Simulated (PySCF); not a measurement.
**Si₂H₄ClF (charge +1): geometry relaxation (part 3 of 3)**

Si₂H₄ClF, charge +1, multiplicity 2; HF/3-21G, UHF (PySCF 2.14.0). The atoms were displaced at random from an optimised geometry. The geometry is that of the parent species in another charge or spin state.

Geometry of the input (Å):
```
F  -1.3039  1.7914  0.1488
Si -0.3950  0.8455  -0.7016
Si 0.5604  -0.8178  0.7288
Cl -1.4953  -0.1233  -2.0968
H  0.6331  1.6727  -1.3755
H  1.3596  -0.1449  1.8242
H  1.4247  -1.7052  -0.0500
H  -0.5537  -1.5958  1.3758
```

Output, continued
```
converged SCF energy = -1133.04417626335  <S^2> = 0.75379471  2S+1 = 2.0037911
total energy: -1133.04417626 hartree
Mode                                 0                   1                   2
Irrep
Freq [cm^-1]                       52.5492             67.9441             92.3238
Reduced mass [au]                   7.8480              1.1214              5.4501
Force const [Dyne/A]                0.0128              0.0031              0.0274
Char temp [K]                      75.6066             97.7565            132.8334
Normal mode                   x     y     z       x     y     z       x     y     z
       0   F                -0.05  0.11 -0.07    0.03  0.01 -0.01    0.05 -0.07  0.08
       1  Si                -0.01  0.04  0.03    0.00 -0.02 -0.00    0.02  0.05 -0.04
       2  Si                -0.01 -0.06 -0.06    0.02  0.00  0.02   -0.08  0.05 -0.06
       3  Cl                 0.04 -0.04  0.06   -0.03  0.01 -0.01    0.03 -0.04  0.04
       4   H                 0.01  0.01  0.04    0.03 -0.06  0.00   -0.09  0.15 -0.12
       5   H                -0.04 -0.14  0.05   -0.43  0.07  0.31   -0.17  0.01  0.05
       6   H                 0.02  0.09 -0.13    0.44  0.32  0.12    0.03  0.05  0.01
       7   H                 0.00 -0.14 -0.14    0.06 -0.38 -0.37   -0.13  0.05 -0.22
Mode                                 3                   4                   5
Irrep
Freq [cm^-1]                      171.0841            244.2358            371.6207
Reduced mass [au]                   4.9140             15.0375              1.0691
Force const [Dyne/A]                0.0847              0.5285              0.0870
Char temp [K]                     246.1519            351.4009            534.6795
Normal mode                   x     y     z       x     y     z       x     y     z
       0   F                -0.02 -0.02  0.01    0.09  0.10  0.09   -0.01  0.00 -0.00
       1  Si                -0.01  0.10 -0.08   -0.09  0.01  0.01    0.00  0.02 -0.01
       2  Si                 0.04 -0.08  0.07    0.00 -0.01  0.01   -0.01 -0.03 -0.02
       3  Cl                -0.01 -0.00  0.01    0.02 -0.05 -0.06    0.01  0.00  0.02
       4   H                -0.15  0.23 -0.19   -0.09 -0.04 -0.05    0.01  0.03  0.02
       5   H                 0.03 -0.12  0.12   -0.00  0.02 -0.02   -0.27  0.58 -0.44
       6   H                 0.06 -0.12  0.11   -0.02  0.03 -0.03    0.18 -0.24  0.26
       7   H                -0.03  0.02 -0.03    0.05 -0.07  0.06    0.17 -0.24  0.29
Mode                                 6                   7                   8
Irrep
Freq [cm^-1]                      386.3720            532.7136            603.4915
Reduced mass [au]                   1.1191             13.2506              1.1878
Force const [Dyne/A]                0.0984              2.2155              0.2549
Char temp [K]                     555.9033            766.4562            868.2899
Normal mode                   x     y     z       x     y     z       x     y     z
       0   F                -0.01  0.03 -0.00    0.03 -0.02 -0.02   -0.00  0.01 -0.02
       1  Si                -0.01 -0.02  0.03   -0.10 -0.06 -0.07    0.01 -0.05  0.04
       2  Si                 0.03 -0.00 -0.02    0.00  0.00 -0.00   -0.00 -0.01  0.01
       3  Cl                -0.00 -0.00 -0.01    0.06  0.06  0.07    0.01  0.02 -0.00
       4   H                -0.04 -0.00 -0.00   -0.02 -0.18 -0.04   -0.53  0.32 -0.63
       5   H                -0.09  0.04  0.03    0.02 -0.05  0.04   -0.06  0.12 -0.09
       6   H                 0.22 -0.47  0.41    0.01 -0.05  0.04   -0.06  0.13 -0.12
       7   H                -0.28  0.48 -0.37    0.00 -0.01 -0.01   -0.03  0.04 -0.03
Mode                                 9                  10                  11
Irrep
Freq [cm^-1]                      808.9755            843.7863            946.4174
Reduced mass [au]                   1.1132              1.1063              1.0573
Force const [Dyne/A]                0.4293              0.4641              0.5580
Char temp [K]                    1163.9357           1214.0206           1361.6840
Normal mode                   x     y     z       x     y     z       x     y     z
       0   F                -0.00  0.00 -0.01   -0.04 -0.00  0.03   -0.01  0.01  0.01
       1  Si                 0.01 -0.00  0.02    0.02  0.03  0.00    0.01 -0.00 -0.00
       2  Si                -0.02  0.04 -0.03    0.00 -0.01  0.00    0.00  0.03  0.03
       3  Cl                -0.00 -0.00 -0.01    0.00 -0.00 -0.00    0.00 -0.00 -0.00
       4   H                -0.11  0.02 -0.21    0.20 -0.72 -0.58    0.01 -0.03 -0.03
       5   H                 0.17 -0.40  0.28   -0.03  0.04 -0.02    0.22  0.08 -0.22
       6   H                 0.17 -0.37  0.35    0.02  0.05 -0.02   -0.36 -0.32 -0.02
       7   H                 0.24 -0.36  0.30   -0.03  0.07  0.00    0.02 -0.49 -0.60
Mode                                12                  13                  14
Irrep
Freq [cm^-1]                      949.1092           1030.0307           2366.5637
Reduced mass [au]                   1.0529             15.9588              1.0087
Force const [Dyne/A]                0.5588              9.9759              3.3284
Char temp [K]                    1365.5569           1481.9849           3404.9583
Normal mode                   x     y     z       x     y     z       x     y     z
       0   F                -0.00  0.00  0.00   -0.09  0.09  0.11   -0.00  0.00  0.00
       1  Si                -0.00 -0.00 -0.00    0.06 -0.07 -0.08    0.00  0.00 -0.00
       2  Si                -0.04 -0.01  0.01   -0.00  0.00 -0.00   -0.00  0.00 -0.00
       3  Cl                 0.00  0.00  0.00    0.00  0.00  0.01   -0.00 -0.00 -0.00
       4   H                -0.01  0.01  0.00    0.03  0.10  0.05   -0.02 -0.01  0.00
       5   H                 0.60 -0.08 -0.40   -0.02 -0.02  0.04    0.29  0.39  0.36
       6   H                 0.52  0.32  0.19    0.01  0.00  0.00    0.28 -0.25 -0.41
       7   H                -0.07  0.00 -0.13    0.01  0.01  0.05   -0.50 -0.21  0.15
Mode                                15                  16                  17
Irrep
Freq [cm^-1]                     2423.6271           2427.2476           2436.8127
Reduced mass [au]                   1.0575              1.0575              1.0447
Force const [Dyne/A]                3.6598              3.6708              3.6550
Char temp [K]                    3487.0598           3492.2689           3506.0309
Normal mode                   x     y     z       x     y     z       x     y     z
       0   F                 0.00 -0.00 -0.00   -0.00  0.00  0.00   -0.00  0.00  0.00
       1  Si                -0.00 -0.00  0.00    0.00  0.00 -0.00    0.03  0.02 -0.01
       2  Si                 0.01  0.03  0.03   -0.04 -0.00  0.02    0.01  0.00 -0.00
       3  Cl                -0.00 -0.00 -0.00   -0.00 -0.00 -0.00   -0.00 -0.00 -0.00
       4   H                 0.02  0.01 -0.01   -0.11 -0.07  0.05   -0.76 -0.47  0.36
       5   H                -0.37 -0.48 -0.46    0.05  0.08  0.08   -0.02 -0.03 -0.03
       6   H                 0.28 -0.23 -0.38    0.31 -0.28 -0.45   -0.04  0.04  0.06
       7   H                -0.27 -0.11  0.09    0.65  0.28 -0.20   -0.09 -0.04  0.03
temperature 298.1500 [K]
pressure 101325.00 [Pa]
Rotational constants [GHz] 3.45427 1.79997 1.30127
Symmetry number 1
Zero-point energy (ZPE) 0.03817 [Eh]   100216.589 [J/mol]
                           tot       elec      trans        rot        vib
Entropy [J/mol/K]       377.049      5.763    167.885    117.471     85.931
Cv [J/mol/K]             97.039      0.000     12.472     12.472     72.095
Cp [J/mol/K]            105.353      0.000     20.786     12.472     72.095
Internal energy [J/mol]                      3718.434   3718.434 112725.928
Internal energy [Eh]   -1132.99841  -1133.04418
Enthalpy [J/mol]                             6197.391   3718.434 112725.928
Enthalpy [Eh]          -1132.99746
Gibbs free energy [J/mol]                  -43857.574 -31305.419  87105.729
Gibbs free energy [Eh] -1133.04028
```

Trajectory as extended XYZ (Å, eV, eV/Å), 13 frames, from step=0 to step=12
```
8
Properties=species:S:1:pos:R:3:forces:R:3 step=0 energy=-30830.49836
F    -1.3039    1.7914    0.1488   -1.2820   1.0757   1.7058
Si   -0.3950    0.8455   -0.7016    0.9286   1.9127  -2.0383
Si    0.5604   -0.8178    0.7288    1.3677  -2.6529   3.1517
Cl   -1.4953   -0.1233   -2.0968   -0.8411  -1.2412  -0.9865
H     0.6331    1.6727   -1.3755    0.4567  -0.4481   0.3415
H     1.3596   -0.1449    1.8242   -0.4593   0.4803  -0.8023
H     1.4247   -1.7052   -0.0500   -0.0467   0.2450  -0.7196
H    -0.5537   -1.5958    1.3758   -0.1240   0.6285  -0.6522
8
Properties=species:S:1:pos:R:3:forces:R:3 step=1 energy=-30831.31547
F    -1.3251    1.7962    0.2361   -0.0552  -0.0152   0.3025
Si   -0.4098    0.8876   -0.7148   -0.1752   1.5306  -1.1617
Si    0.5925   -0.8784    0.7813    0.8430  -1.6044   1.5130
Cl   -1.5032   -0.2263   -2.0830   -0.2305  -0.3973  -0.1940
H     0.7390    1.6082   -1.3005   -0.0164  -0.2171   0.2767
H     1.3281   -0.0449    1.7585   -0.1421   0.2202  -0.2876
H     1.4211   -1.6755   -0.1402   -0.1448   0.2586  -0.2075
H    -0.6128   -1.5441    1.3165   -0.0788   0.2246  -0.2414
8
Properties=species:S:1:pos:R:3:forces:R:3 step=2 energy=-30831.56428
F    -1.3005    1.7693    0.3015    0.1202  -0.0418  -0.2793
Si   -0.4151    0.9305   -0.7540   -0.4064   0.0809  -0.0387
Si    0.6443   -0.9846    0.8760   -0.0552   0.0216  -0.0533
Cl   -1.5059   -0.3200   -2.0530    0.0223   0.2028   0.0139
H     0.8148    1.5512   -1.2127    0.0096   0.2357  -0.1586
H     1.2847    0.0600    1.6765    0.1517  -0.1201   0.2186
H     1.3820   -1.5917   -0.2335    0.1115  -0.1768   0.1206
H    -0.6744   -1.4921    1.2529    0.0463  -0.2023   0.1767
8
Properties=species:S:1:pos:R:3:forces:R:3 step=3 energy=-30831.65593
F    -1.3308    1.8221    0.2384    0.1077  -0.1019  -0.1341
Si   -0.4385    0.9645   -0.7930   -0.3290   0.2440  -0.1982
Si    0.6433   -0.9813    0.8791    0.1927  -0.3560   0.2903
Cl   -1.5455   -0.2471   -2.1138    0.0825   0.1077   0.0950
H     0.7643    1.6280   -1.2832   -0.0059   0.0484  -0.0430
H     1.3308   -0.0233    1.7505    0.0175   0.0436   0.0238
H     1.4259   -1.6697   -0.1521   -0.0122   0.0218  -0.0364
H    -0.6197   -1.5706    1.3279   -0.0533  -0.0075   0.0026
8
Properties=species:S:1:pos:R:3:forces:R:3 step=4 energy=-30831.68666
F    -1.3416    1.8433    0.2104    0.0550  -0.0585  -0.0567
Si   -0.4492    0.9888   -0.8204   -0.1872   0.1481  -0.1454
Si    0.6603   -1.0139    0.9135    0.1261  -0.2063   0.1711
Cl   -1.5616   -0.2191   -2.1378    0.0846   0.0723   0.0830
H     0.7414    1.6706   -1.3211   -0.0269  -0.0092  -0.0198
H     1.3496   -0.0516    1.7818   -0.0131   0.0070  -0.0044
H     1.4372   -1.6918   -0.1302   -0.0216   0.0255  -0.0146
H    -0.6062   -1.6037    1.3576   -0.0169   0.0212  -0.0134
8
Properties=species:S:1:pos:R:3:forces:R:3 step=5 energy=-30831.70076
F    -1.3539    1.8641    0.1864    0.0057   0.0011   0.0007
Si   -0.4608    1.0178   -0.8473   -0.0562   0.0131  -0.0265
Si    0.6801   -1.0484    0.9492    0.0352  -0.0485   0.0127
Cl   -1.5680   -0.1986   -2.1538    0.0335   0.0134   0.0219
H     0.7154    1.7099   -1.3624    0.0006   0.0036  -0.0193
H     1.3680   -0.0853    1.8149    0.0030   0.0046   0.0153
H     1.4445   -1.7104   -0.1123   -0.0016   0.0030  -0.0041
H    -0.5954   -1.6265    1.3791   -0.0200   0.0096  -0.0007
8
Properties=species:S:1:pos:R:3:forces:R:3 step=6 energy=-30831.70185
F    -1.3584    1.8707    0.1812   -0.0007   0.0078   0.0043
Si   -0.4645    1.0265   -0.8531    0.0020   0.0038   0.0049
Si    0.6866   -1.0575    0.9577    0.0026  -0.0044  -0.0037
Cl   -1.5657   -0.1975   -2.1545    0.0061  -0.0098  -0.0006
H     0.7057    1.7230   -1.3775   -0.0087   0.0020  -0.0063
H     1.3755   -0.0984    1.8283   -0.0018  -0.0114   0.0019
H     1.4465   -1.7167   -0.1087    0.0015   0.0011   0.0030
H    -0.5958   -1.6275    1.3805   -0.0009   0.0108  -0.0034
8
Properties=species:S:1:pos:R:3:forces:R:3 step=7 energy=-30831.70214
F    -1.3602    1.8740    0.1797   -0.0011   0.0049   0.0016
Si   -0.4654    1.0303   -0.8542    0.0138   0.0020   0.0154
Si    0.6891   -1.0601    0.9597   -0.0074   0.0025  -0.0112
Cl   -1.5621   -0.2016   -2.1513   -0.0041  -0.0159  -0.0053
H     0.6997    1.7301   -1.3849   -0.0042   0.0054  -0.0032
H     1.3794   -0.1074    1.8354    0.0036  -0.0050   0.0031
H     1.4473   -1.7195   -0.1076    0.0027   0.0007   0.0018
H    -0.5979   -1.6232    1.3770   -0.0032   0.0053  -0.0022
8
Properties=species:S:1:pos:R:3:forces:R:3 step=8 energy=-30831.70244
F    -1.3620    1.8774    0.1790   -0.0007  -0.0002  -0.0026
Si   -0.4648    1.0343   -0.8535    0.0230   0.0042   0.0164
Si    0.6910   -1.0614    0.9598   -0.0148   0.0073  -0.0063
Cl   -1.5550   -0.2125   -2.1425   -0.0107  -0.0162  -0.0057
H     0.6920    1.7404   -1.3941   -0.0032   0.0057   0.0018
H     1.3850   -0.1199    1.8446    0.0038  -0.0025  -0.0018
H     1.4473   -1.7220   -0.1079    0.0021   0.0010   0.0002
H    -0.6037   -1.6136    1.3683    0.0005   0.0006  -0.0021
8
Properties=species:S:1:pos:R:3:forces:R:3 step=9 energy=-30831.70262
F    -1.3625    1.8788    0.1791   -0.0006  -0.0023  -0.0034
Si   -0.4625    1.0365   -0.8516    0.0177   0.0037   0.0090
Si    0.6908   -1.0607    0.9582   -0.0122   0.0037  -0.0023
Cl   -1.5480   -0.2247   -2.1320   -0.0084  -0.0096  -0.0024
H     0.6870    1.7486   -1.3996   -0.0011   0.0047   0.0025
H     1.3886   -0.1291    1.8501    0.0037   0.0020  -0.0017
H     1.4460   -1.7222   -0.1097    0.0003   0.0009  -0.0013
H    -0.6097   -1.6045    1.3593    0.0007  -0.0031  -0.0004
8
Properties=species:S:1:pos:R:3:forces:R:3 step=10 energy=-30831.70269
F    -1.3622    1.8786    0.1793   -0.0006  -0.0011  -0.0018
Si   -0.4601    1.0369   -0.8501    0.0078   0.0022   0.0016
Si    0.6894   -1.0596    0.9566   -0.0050   0.0003   0.0014
Cl   -1.5441   -0.2319   -2.1254   -0.0027  -0.0030   0.0000
H     0.6860    1.7524   -1.4009   -0.0007   0.0022   0.0013
H     1.3896   -0.1319    1.8508    0.0009   0.0016  -0.0017
H     1.4442   -1.7210   -0.1117   -0.0010   0.0003  -0.0014
H    -0.6129   -1.6010    1.3551    0.0014  -0.0027   0.0006
8
Properties=species:S:1:pos:R:3:forces:R:3 step=11 energy=-30831.70271
F    -1.3620    1.8784    0.1791   -0.0005   0.0003  -0.0004
Si   -0.4589    1.0369   -0.8496    0.0015   0.0009  -0.0006
Si    0.6884   -1.0593    0.9561   -0.0006  -0.0013   0.0008
Cl   -1.5429   -0.2338   -2.1236    0.0005  -0.0003   0.0004
H     0.6864    1.7534   -1.4005   -0.0003   0.0007   0.0001
H     1.3894   -0.1315    1.8498   -0.0002   0.0011  -0.0004
H     1.4428   -1.7201   -0.1128   -0.0012  -0.0001  -0.0009
H    -0.6133   -1.6015    1.3553    0.0008  -0.0013   0.0010
8
Properties=species:S:1:pos:R:3:forces:R:3 step=12 energy=-30831.70271
F    -1.3621    1.8786    0.1787   -0.0004   0.0007  -0.0001
Si   -0.4585    1.0371   -0.8496   -0.0008   0.0003  -0.0002
Si    0.6879   -1.0594    0.9562    0.0011  -0.0010   0.0000
Cl   -1.5423   -0.2341   -2.1234    0.0011   0.0002   0.0000
H     0.6867    1.7540   -1.4002   -0.0001   0.0000  -0.0001
H     1.3893   -0.1311    1.8490   -0.0005   0.0001   0.0000
H     1.4418   -1.7198   -0.1134   -0.0009  -0.0002  -0.0004
H    -0.6130   -1.6027    1.3564    0.0004  -0.0001   0.0008
```

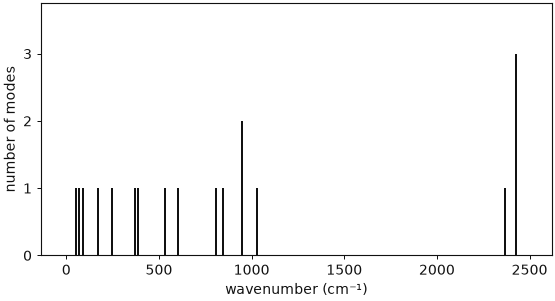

Harmonic vibrational wavenumbers from the force constants; neighbouring modes closer than 11 cm⁻¹ are counted in one stick. 18 modes from 53 to 2437 cm⁻¹, none imaginary.
